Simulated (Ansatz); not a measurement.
# GeH₄ (singlet): correlated methods under varied settings at scale of all distances = 1.108

Aim: run GeH₄ (singlet) at one geometry under a spread of methods and options, and see what each costs and gives.

The runs use Ansatz 0.2.0, Gaussian basis; the settings change from run to run.

19 further runs of the same task are left out: 1 for a mislabelled method, 1 for a known fault of the program, 11 that didn't finish, 6 set aside as unsound or not needed.

### Step 1. The system

The geometry derives from a PBE0/def2-TZVP stationary point (not a proven minimum). All distances are scaled together. No spin-orbit coupling is included. The filled d shell of Ge may be among the frozen orbitals whatever the setting's name suggests; the logs give the count.

5 atoms, charge 0, spin multiplicity 1.

Atoms are counted from 1 here; the program's logs count them from 0.

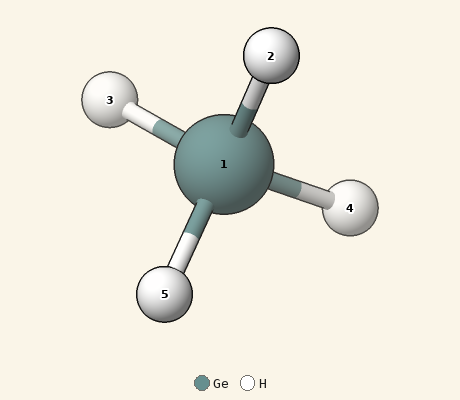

The geometry (germanium teal, hydrogen white); atoms are numbered from 1 in the order of the file.

### Step 2. CISD/def2-SVP

File in.yaml:

```yaml
crystal:
  periodic: [false, false, false]
  atoms:
    - {symbol: Ge, position_ang: [0.000000, 0.000000, 0.000000]}
    - {symbol: H, position_ang: [0.979831, 0.983016, 0.981740]}
    - {symbol: H, position_ang: [-0.983777, -0.979495, 0.981313]}
    - {symbol: H, position_ang: [-0.979278, 0.980040, -0.985260]}
    - {symbol: H, position_ang: [0.983225, -0.983562, -0.977792]}
basis:
  gaussian: {orbitals: def2-SVP}
correlation: {active_space: {ras: {orbitals: [4, 0, 34], electrons: 8, max_holes: 2, max_particles: 2}, fixed_orbitals: true}}
```

The run is started by

```
$ ansatz run in.yaml --threads 1 --pin off --events-out ev --progress --plain --max-ram 2393MiB
```

Standard output:

```text
Functional definition: HF
  name "HF"
  cite "Fock, Z. Phys. 61, 126 (1930) doi:10.1007/BF01340294"
  parent pbe
  exchange = exact_x
  correlation = 0
518 factors; integrals over basis functions are off by at most 1.0e-3 eV
mean field evaluation 1: about -56528.0204 eV, gradient 9.3e0 eV
mean field evaluation 2: about -56528.0201 eV, gradient 9.3e0 eV
mean field evaluation 4: about -56528.4507 eV, gradient 1.6e0 eV
mean field evaluation 8: about -56528.4558 eV, gradient 2.6e-6 eV
mean field -56528.45581738 eV, -2077.3824349252 hartree, gradient 1.2e-6 eV, S^2 0.000000; 0 other end points of the search recorded, 0 dependent functions left out
reference -56528.45581738 eV, -2077.3824349252 hartree; 18, 18 occupied and 34, 34 virtual orbitals, 518 factors
state -56532.21218686 eV, -2077.5204789573 hartree
Total energy: -56532.21218686 eV, -2077.5204789573 hartree
```

Run time: 0.84 s. Hardware: 1 thread of Arm Neoverse V1, shared host.

From the report: 6,611 determinants.

### Step 3. CASSCF(2,3)/6-31G*

Changes to in.yaml since step 2:

```diff
@@ -9,3 +9,4 @@
 basis:
-  gaussian: {orbitals: def2-SVP}
-correlation: {active_space: {ras: {orbitals: [4, 0, 34], electrons: 8, max_holes: 2, max_particles: 2}, fixed_orbitals: true}}
+  gaussian: {orbitals: "6-31G*"}
+hamiltonian: {pseudopotentials: {relativity: none}}
+correlation: {active_space: {window: {electrons: 2, orbitals: 3}}}
```

Launched as before.

Standard output:

```text
Functional definition: HF
  name "HF"
  cite "Fock, Z. Phys. 61, 126 (1930) doi:10.1007/BF01340294"
  parent pbe
  exchange = exact_x
  correlation = 0
438 factors; integrals over basis functions are off by at most 4.5e-4 eV
mean field evaluation 1: about -56527.2005 eV, gradient 8.3e0 eV
mean field evaluation 2: about -56527.2093 eV, gradient 8.3e0 eV
mean field evaluation 4: about -56527.5938 eV, gradient 1.6e0 eV
mean field evaluation 8: about -56527.5973 eV, gradient 4.9e-5 eV
mean field -56527.59729241 eV, -2077.3508847143 hartree, gradient 9.4e-7 eV, S^2 0.000000; 0 other end points of the search recorded, 0 dependent functions left out
reference -56527.59729241 eV, -2077.3508847143 hartree; 18, 18 occupied and 25, 25 virtual orbitals, 438 factors
state -56528.14542286 eV, -2077.3710281368 hartree
Total energy: -56528.14542286 eV, -2077.3710281368 hartree
```

Wall time 1.1 s (1 thread of Arm Neoverse V1, shared host).

From the report: 9 determinants; active occupations 1.96, 0.03, 0.00.

### Step 4. CCSDT on UHF/def2-SVP

Changes to in.yaml since step 3:

```diff
@@ -9,4 +9,5 @@
 basis:
-  gaussian: {orbitals: "6-31G*"}
-hamiltonian: {pseudopotentials: {relativity: none}}
-correlation: {active_space: {window: {electrons: 2, orbitals: 3}}}
+  gaussian: {orbitals: def2-SVP}
+magnetization: {spin_polarized: true, initial_magnetization: 0}
+correlation: {method: ccsdt, electrons: outside_noble_gas}
+accuracy: high
```

The command is unchanged.

Standard output, shortened:

```text
Functional definition: HF
  name "HF"
  cite "Fock, Z. Phys. 61, 126 (1930) doi:10.1007/BF01340294"
  parent pbe
[...]
1043 factors; integrals over basis functions are off by at most 4.2e-9 eV
[...]
mean field -56528.45592670 eV, -2077.3824389427 hartree, gradient 2.3e-8 eV, S^2 0.000000; 0 other end points of the search recorded, 0 dependent functions left out
14 core orbitals not correlated: weight in the atoms' cores, before any rotation towards them, 1.000 or more for the frozen orbitals, at most 0.000 for the correlated occupied ones
reference -56528.45592670 eV, -2077.3824389427 hartree; 4, 4 occupied and 34, 34 virtual orbitals, 1043 factors
second order -3.11068754 eV of doubles, -0.00000000 eV of singles
cycle   1  -3.71400875 eV  change   -6.0e-1 eV  update   6.6e-2
[...]
cycle  18  -4.07605321 eV  change   3.1e-10 eV  update  5.3e-10
Total energy: -56532.53197992 eV, -2077.5322311355 hartree
```

Wall time 7.5 s (1 thread of Arm Neoverse V1, shared host).

From the report: ⟨S²⟩ of the determinant 0.000 (pure singlet: 0.00); correlation -4.0761 eV; T1 0.011; largest double amplitude 0.05.

### Step 5. CCSDT(Q)/B on UHF/6-31G

Changes to in.yaml since step 4:

```diff
@@ -9,5 +9,5 @@
 basis:
-  gaussian: {orbitals: def2-SVP}
+  gaussian: {orbitals: 6-31G}
 magnetization: {spin_polarized: true, initial_magnetization: 0}
-correlation: {method: ccsdt, electrons: outside_noble_gas}
-accuracy: high
+correlation: {method: ccsdt_q_b, electrons: outside_noble_gas}
+output: {forces: true}
```

Same command.

Standard output, shortened:

```text
Functional definition: HF
  name "HF"
  cite "Fock, Z. Phys. 61, 126 (1930) doi:10.1007/BF01340294"
  parent pbe
[...]
662 factors; integrals over basis functions are off by at most 3.7e-8 eV
[...]
mean field -56525.82693242 eV, -2077.2858251846 hartree, gradient 1.0e-6 eV, S^2 0.000000; 0 other end points of the search recorded, 0 dependent functions left out
14 core orbitals not correlated: weight in the atoms' cores, before any rotation towards them, 0.999 or more for the frozen orbitals, at most 0.000 for the correlated occupied ones
reference -56525.82693242 eV, -2077.2858251846 hartree; 4, 4 occupied and 19, 19 virtual orbitals, 662 factors
second order -1.84052819 eV of doubles, -0.00000000 eV of singles
cycle   1  -2.33004646 eV  change   -4.9e-1 eV  update   6.7e-2
[...]
cycle  11  -2.66344336 eV  change    2.9e-7 eV  update   2.1e-7
perturbative correction -0.00128227 eV, -0.0000471225 hartree
[...]
Total energy: -56528.49165804 eV, -2077.3837520453 hartree
Atom 0 at     0.000000     0.000000     0.000000 Å, force    -0.000000     0.000000     0.000004 eV/Å
Atom 1 at     0.979831     0.983016     0.981740 Å, force    -0.904783    -0.907724    -0.906546 eV/Å
Atom 2 at    -0.983777    -0.979495     0.981313 Å, force     0.908427     0.904473    -0.906152 eV/Å
Atom 3 at    -0.979278     0.980040    -0.985260 Å, force     0.904272    -0.904976     0.909795 eV/Å
Atom 4 at     0.983225    -0.983562    -0.977792 Å, force    -0.907916     0.908227     0.902899 eV/Å
Dipole moment:     0.000000    -0.000000    -0.000000 e Å
```

Wall time 17 s (1 thread of Arm Neoverse V1, shared host).

From the report: ⟨S²⟩ of the determinant 0.000 (pure singlet: 0.00); correlation -2.6647 eV; T1 0.010; largest double amplitude 0.05.

### Step 6. The runs in one table

Where basis and cores are those of an earlier FCI/6-31G run (-56528.4922 eV), and the state is the same kind, the miss against it is given.

```csv
level,correlated,functions,energy (eV),from FCI (meV),time
CISD/def2-SVP,outside noble gas,52,-56532.2122,,0.84 s
"CASSCF(2,3)/6-31G*",,43,-56528.1454,,1.1 s
CCSDT on UHF/def2-SVP,outside noble gas,52,-56532.5320,,7.5 s
CCSDT(Q)/B on UHF/6-31G,outside noble gas,37,-56528.4917,0.5,17 s
```

### Step 7. What came out

```
quantity                          value
    runs                              4
quickest          CISD/def2-SVP, 0.84 s
 slowest  CCSDT(Q)/B on UHF/6-31G, 17 s
```

Total energies in different bases, with other cores or another treatment of relativity can't be set against each other. CCSDT(Q)/B on UHF/6-31G took 20 times as long as CISD/def2-SVP; the jobs differ in more than the method.
